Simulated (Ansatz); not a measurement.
**AlP+ (sextet): one geometry, many settings**

What do other methods and options give for AlP+ (sextet) at this geometry, and how long do they take?

Computed with Ansatz 0.2.0, Gaussian basis. Level: the settings change from run to run.

12 further runs of the same task are left out: 4 for a known fault of the program, 1 that didn't finish, 7 set aside as unsound or not needed. Runs told in other sessions of the task aren't counted.

## 1. The geometry

The geometry is a PBE0/def2-TZVP stationary point (not a proven minimum) of the parent state, kept for this charge and spin.

2 atoms, charge 1, spin multiplicity 6.

Atoms are counted from 1 here; the program's logs count them from 0.

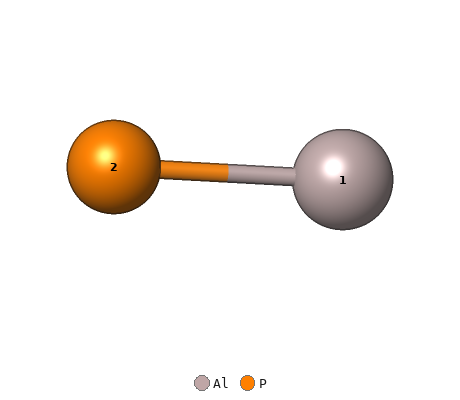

The structure; aluminium light grey, phosphorus orange; atoms are numbered from 1 in the order of the file.

## 2. MRCISD+Q(relaxed)(7,7)/cc-pVDZ

in.yaml reads:

```yaml
crystal:
  periodic: [false, false, false]
  atoms:
    - {symbol: Al, position_ang: [0.000000, 0.000000, 0.000000]}
    - {symbol: P, position_ang: [0.000000, 0.000000, 2.459800]}
basis:
  gaussian: {orbitals: cc-pVDZ}
total_charge: 1
magnetization: {spin_polarized: false, initial_magnetization: 5}
correlation: {method: fic_mrcisd_q_relaxed, electrons: outside_noble_gas, active_space: {window: {electrons: 7, orbitals: 7}}}
```

On the command line:

```
ansatz run in.yaml --threads 1 --pin off --events-out ev --progress --plain --max-ram 2393MiB
```

Output (excerpt; [...] marks lines left out):

```text
Functional definition: HF
  name "HF"
  cite "Fock, Z. Phys. 61, 126 (1930) doi:10.1007/BF01340294"
  parent pbe
[...]
374 factors; integrals over basis functions are off by at most 8.3e-4 eV
[...]
mean field -15843.86072870 eV, -582.2511424252 hartree, gradient 5.3e-6 eV, S^2 8.750000; 2 other end points of the search recorded, 0 dependent functions left out
reference -15843.86072870 eV, -582.2511424252 hartree; 16, 11 occupied and 20, 25 virtual orbitals, 374 factors
state -15844.22069447 eV, -582.2643709232 hartree
contracted CI cycle   1: correlation 0.00000000 eV, 0.0000000000 hartree, residual 9.17e0 eV
contracted CI cycle   2: correlation -2.01858265 eV, -0.0741815440 hartree, residual 1.82e0 eV
contracted CI cycle   3: correlation -2.10030967 eV, -0.0771849567 hartree, residual 6.33e-1 eV
contracted CI cycle   4: correlation -2.11229606 eV, -0.0776254485 hartree, residual 2.39e-1 eV
contracted CI cycle   5: correlation -2.11413330 eV, -0.0776929657 hartree, residual 9.65e-2 eV
contracted CI cycle   6: correlation -2.11439525 eV, -0.0777025924 hartree, residual 3.23e-2 eV
contracted CI cycle   7: correlation -2.11442440 eV, -0.0777036635 hartree, residual 1.22e-2 eV
contracted CI cycle   8: correlation -2.11442873 eV, -0.0777038225 hartree, residual 4.95e-3 eV
contracted CI cycle   9: correlation -2.11442941 eV, -0.0777038478 hartree, residual 1.59e-3 eV
contracted CI cycle  10: correlation -2.11442949 eV, -0.0777038505 hartree, residual 5.20e-4 eV
state -15844.22069447 eV, -582.2643709232 hartree; corrected -15846.46196542 eV, -582.3467361114 hartree
Total energy: -15846.46196542 eV, -582.3467361114 hartree
```

Wall time 1.4 s (1 thread of Arm Neoverse V2, shared host).

From the report: 21 determinants; active occupations 1.98, 1.00, 1.00, 1.00, 1.00, 1.00, 0.02.

## 3. NEVPT4(SD)(7,8)/cc-pVDZ

in.yaml, as its differences from that of step 2:

```diff
@@ -9,2 +9,2 @@
 magnetization: {spin_polarized: false, initial_magnetization: 5}
-correlation: {method: fic_mrcisd_q_relaxed, electrons: outside_noble_gas, active_space: {window: {electrons: 7, orbitals: 7}}}
+correlation: {method: fic_nevpt4_sd, electrons: outside_noble_gas, active_space: {window: {electrons: 7, orbitals: 8}}}
```

Same command.

Output:

```text
Functional definition: HF
  name "HF"
  cite "Fock, Z. Phys. 61, 126 (1930) doi:10.1007/BF01340294"
  parent pbe
  exchange = exact_x
  correlation = 0
374 factors; integrals over basis functions are off by at most 8.3e-4 eV
mean field evaluation 1: about -15842.9828 eV, gradient 6.5e0 eV
mean field evaluation 2: about -15843.1229 eV, gradient 6.6e0 eV
mean field evaluation 4: about -15843.8450 eV, gradient 4.7e-1 eV
mean field evaluation 8: about -15843.8590 eV, gradient 2.2e-1 eV
mean field evaluation 16: about -15843.8607 eV, gradient 5.3e-6 eV
mean field evaluation 32: about -15843.1201 eV, gradient 6.6e0 eV
mean field -15843.86072870 eV, -582.2511424252 hartree, gradient 5.3e-6 eV, S^2 8.750000; 2 other end points of the search recorded, 0 dependent functions left out
reference -15843.86072870 eV, -582.2511424252 hartree; 16, 11 occupied and 20, 25 virtual orbitals, 374 factors
state -15844.57689287 eV, -582.2774609729 hartree
state -15844.57689287 eV, -582.2774609729 hartree; corrected -15846.35573050 eV, -582.3428320500 hartree
Total energy: -15846.35573050 eV, -582.3428320500 hartree
```

It took 1.4 s on 1 thread of Arm Neoverse V2, shared host.

From the report: 56 determinants; active occupations 1.97, 1.00, 1.00, 1.00, 1.00, 1.00, 0.02, 0.01.

## 4. HF (ROHF)/cc-pVDZ

in.yaml, as its differences from that of step 3:

```diff
@@ -9,2 +9,4 @@
 magnetization: {spin_polarized: false, initial_magnetization: 5}
-correlation: {method: fic_nevpt4_sd, electrons: outside_noble_gas, active_space: {window: {electrons: 7, orbitals: 8}}}
+hamiltonian: {xc: hf}
+accuracy: high
+output: {orbitals: {seedname: orbitals}}
```

Launched as before.

Output:

```text
Functional definition: HF
  name "HF"
  cite "Fock, Z. Phys. 61, 126 (1930) doi:10.1007/BF01340294"
  parent pbe
  exchange = exact_x
  correlation = 0
682 factors; integrals over basis functions are off by at most 3.3e-9 eV
mean field evaluation 1: about -15842.9696 eV, gradient 6.5e0 eV
mean field evaluation 2: about -15843.1200 eV, gradient 6.6e0 eV
mean field evaluation 4: about -15843.8465 eV, gradient 4.8e-1 eV
mean field evaluation 8: about -15843.8591 eV, gradient 2.2e-1 eV
mean field evaluation 16: about -15843.8608 eV, gradient 5.4e-6 eV
mean field -15843.86079305 eV, -582.2511447900 hartree, gradient 3.6e-8 eV, S^2 8.750000; 0 other end points of the search recorded, 0 dependent functions left out
reference -15843.86079305 eV, -582.2511447900 hartree; 16, 11 occupied and 20, 25 virtual orbitals, 682 factors
Total energy: -15843.86079305 eV, -582.2511447900 hartree
```

Run time: 0.42 s. Hardware: 1 thread of Arm Neoverse V2, shared host.

## 5. CCSD on UHF/pcseg-2

in.yaml reads:

```yaml
crystal:
  periodic: [false, false, false]
  atoms:
    - {symbol: Al, position_ang: [0.000000, 0.000000, 0.000000]}
    - {symbol: P, position_ang: [0.000000, 0.000000, 2.459800]}
basis:
  gaussian: {orbitals: pcseg-2}
total_charge: 1
magnetization: {spin_polarized: true, initial_magnetization: 5}
hamiltonian: {pseudopotentials: {relativity: scalar}}
correlation: {method: ccsd, electrons: outside_noble_gas}
```

Same command.

Output (excerpt; [...] marks lines left out):

```text
Functional definition: HF
  name "HF"
  cite "Fock, Z. Phys. 61, 126 (1930) doi:10.1007/BF01340294"
  parent pbe
[...]
444 factors; integrals over basis functions are off by at most 4.1e-4 eV
[...]
mean field -15874.87173233 eV, -583.3907757886 hartree, gradient 2.1e-6 eV, S^2 8.751216; 3 other end points of the search recorded, 0 dependent functions left out
determinant -15874.87173233 eV, -583.3907757886 hartree, with singles and doubles -15877.67525822 eV, -583.4938034647 hartree
determinant -15872.07980845 eV, -583.2881744783 hartree, with singles and doubles -15875.04831644 eV, -583.3972651350 hartree
10 core orbitals not correlated: weight in the atoms' cores, before any rotation towards them, 1.000 or more for the frozen orbitals, at most 0.000 for the correlated occupied ones
reference -15874.87173233 eV, -583.3907757886 hartree; 6, 1 occupied and 52, 57 virtual orbitals, 444 factors
second order -2.28762127 eV of doubles, -0.00000000 eV of singles
cycle   1  -2.79889013 eV  change   -1.8e-1 eV  update   1.5e-2
[...]
cycle   8  -2.81388110 eV  change   -9.4e-7 eV  update   7.9e-6
Total energy: -15877.68561343 eV, -583.4941840117 hartree
Relativity: scalar
```

Run time: 1.6 s. Hardware: 1 thread of Arm Neoverse V2, shared host.

From the report: ⟨S²⟩ of the determinant 8.751 (pure sextet: 8.75); correlation -2.8139 eV; T1 0.017; largest double amplitude 0.04.

## 6. BCCD on ROHF/cc-pVDZ

in.yaml reads:

```yaml
crystal:
  periodic: [false, false, false]
  atoms:
    - {symbol: Al, position_ang: [0.000000, 0.000000, 0.000000]}
    - {symbol: P, position_ang: [0.000000, 0.000000, 2.459800]}
basis:
  gaussian: {orbitals: cc-pVDZ, fitting: {mean_field: def2-universal-jkfit}}
total_charge: 1
magnetization: {spin_polarized: false, initial_magnetization: 5}
correlation: {method: bccd, electrons: outside_noble_gas, diis_vectors: 2}
```

Launched as before.

Output (excerpt; [...] marks lines left out):

```text
Functional definition: HF
  name "HF"
  cite "Fock, Z. Phys. 61, 126 (1930) doi:10.1007/BF01340294"
  parent pbe
[...]
256 factors; integrals over basis functions are off by at most 5.1e-2 eV
[...]
mean field -15843.85992668 eV, -582.2511129515 hartree, gradient 1.5e-6 eV, S^2 8.750000; 3 other end points of the search recorded, 0 dependent functions left out
determinant -15843.85992668 eV, -582.2511129515 hartree, with singles and doubles -15846.35401995 eV, -582.3427691886 hartree
determinant -15841.05539748 eV, -582.1480484046 hartree, with singles and doubles -15843.69881007 eV, -582.2451920254 hartree
10 core orbitals not correlated: weight in the atoms' cores, before any rotation towards them, 1.000 or more for the frozen orbitals, at most 0.000 for the correlated occupied ones
reference -15843.85992668 eV, -582.2511129515 hartree; 6, 1 occupied and 20, 25 virtual orbitals, 256 factors
second order -1.92648111 eV of doubles, -0.00997574 eV of singles
cycle   1  -2.49451796 eV  change   -4.2e-4 eV  update   3.6e-3
[...]
cycle   7  -2.49352052 eV  change    2.7e-7 eV  update   7.3e-6
Total energy: -15846.35344720 eV, -582.3427481403 hartree
```

Run time: 0.57 s. Hardware: 1 thread of Arm Neoverse V2, shared host.

From the report: correlation -2.4935 eV; largest double amplitude 0.04.

## 7. CCSD on ROHF/cc-pVDZ

in.yaml reads:

```yaml
crystal:
  periodic: [false, false, false]
  atoms:
    - {symbol: Al, position_ang: [0.000000, 0.000000, 0.000000]}
    - {symbol: P, position_ang: [0.000000, 0.000000, 2.459800]}
basis:
  gaussian: {orbitals: cc-pVDZ}
total_charge: 1
magnetization: {spin_polarized: false, initial_magnetization: 5}
hamiltonian: {pseudopotentials: {relativity: scalar}}
correlation: {method: ccsd, electrons: outside_noble_gas}
accuracy: high
scf: {omitted_lower_state_checks: [cluster_reference]}
output: {forces: true}
```

Same command.

Output (excerpt; [...] marks lines left out):

```text
Functional definition: HF
  name "HF"
  cite "Fock, Z. Phys. 61, 126 (1930) doi:10.1007/BF01340294"
  parent pbe
[...]
682 factors; integrals over basis functions are off by at most 3.3e-9 eV
[...]
mean field -15874.44313311 eV, -583.3750250577 hartree, gradient 3.5e-8 eV, S^2 8.750000; 2 other end points of the search recorded, 0 dependent functions left out
10 core orbitals not correlated: weight in the atoms' cores, before any rotation towards them, 1.000 or more for the frozen orbitals, at most 0.000 for the correlated occupied ones
reference -15874.44313311 eV, -583.3750250577 hartree; 6, 1 occupied and 20, 25 virtual orbitals, 682 factors
second order -1.92865774 eV of doubles, -0.00978790 eV of singles
cycle   1  -2.34402010 eV  change   -4.1e-1 eV  update   5.2e-2
[...]
cycle  20  -2.49522461 eV  change   4.0e-10 eV  update  5.9e-10
[...]
Total energy: -15876.93835772 eV, -583.4667228709 hartree
Relativity: scalar
Atom 0 at     0.000000     0.000000     0.000000 Å, force    -0.000000     0.000000    -1.350925 eV/Å
Atom 1 at     0.000000     0.000000     2.459800 Å, force     0.000000    -0.000000     1.350925 eV/Å
Dipole moment:     0.000000    -0.000000    -0.213780 e Å
Checks for a lower state left out: cluster_reference
```

It took 1.6 s on 1 thread of Arm Neoverse V2, shared host.

From the report: correlation -2.4952 eV; T1 0.017; largest double amplitude 0.04.

## 8. The runs in one table

Where basis and cores are those of an earlier FCI/cc-pVDZ run (-15846.4294 eV), and the records show the same count of frozen orbitals and kind of state, the miss against it is given; a blank cell means that this couldn't be shown.

```
                                level         correlated  functions  energy (eV)  from FCI (meV)    time
       MRCISD+Q(relaxed)(7,7)/cc-pVDZ  outside noble gas         36  -15846.4620           -32.5   1.4 s
              NEVPT4(SD)(7,8)/cc-pVDZ  outside noble gas         36  -15846.3557            73.7   1.4 s
                    HF (ROHF)/cc-pVDZ                            36  -15843.8608          2568.6  0.42 s
 CCSD on UHF/pcseg-2 (relativity set)  outside noble gas         68  -15877.6856                   1.6 s
                 BCCD on ROHF/cc-pVDZ  outside noble gas         36  -15846.3534            76.0  0.57 s
CCSD on ROHF/cc-pVDZ (relativity set)  outside noble gas         36  -15876.9384                   1.6 s
```

## 9. Summary of results

| quantity | value |
| --- | --- |
| runs | 6 |
| quickest | HF (ROHF)/cc-pVDZ, 0.42 s |
| slowest | CCSD on UHF/pcseg-2 (relativity set), 1.6 s |

Total energies in different bases, with other cores or another treatment of relativity can't be set against each other. CCSD on UHF/pcseg-2 (relativity set) took 4 times as long as HF (ROHF)/cc-pVDZ; the jobs differ in more than the method. Among the correlated runs with a miss given, it spans -33 to +76 meV. Hartree-Fock, CASSCF and CASCI lack dynamic correlation by design.
